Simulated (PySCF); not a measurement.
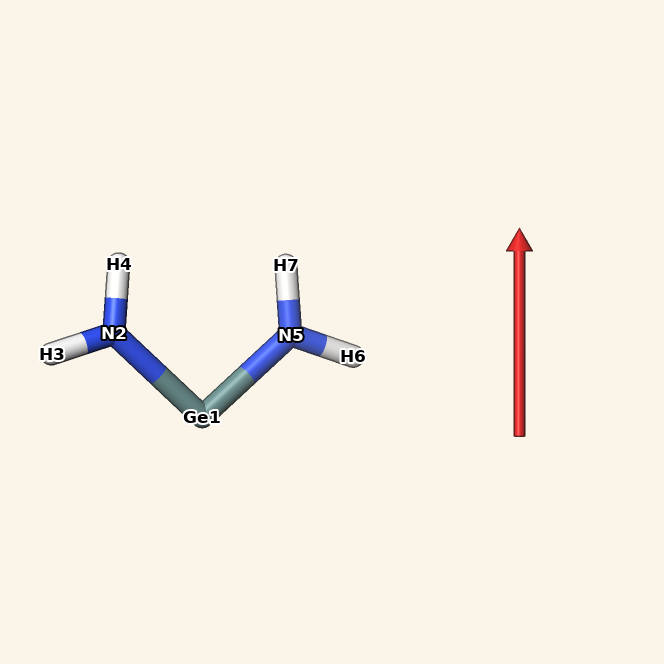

The arrow beside the molecule shows the direction of the dipole moment, from the negative to the positive end (its length means nothing). Computed geometry: PBE0-D3(BJ)/def2-SVP optimisation. No frequency run is at hand to confirm it as a minimum. Method: PBE/pcSseg-1 (pcSseg-2 on Ge), gas phase (PySCF 2.14.0).

> How large is the dipole moment?

1.74 D; it points from the side of Ge1 to the side of H4, H7 (the outermost atoms at the two ends).
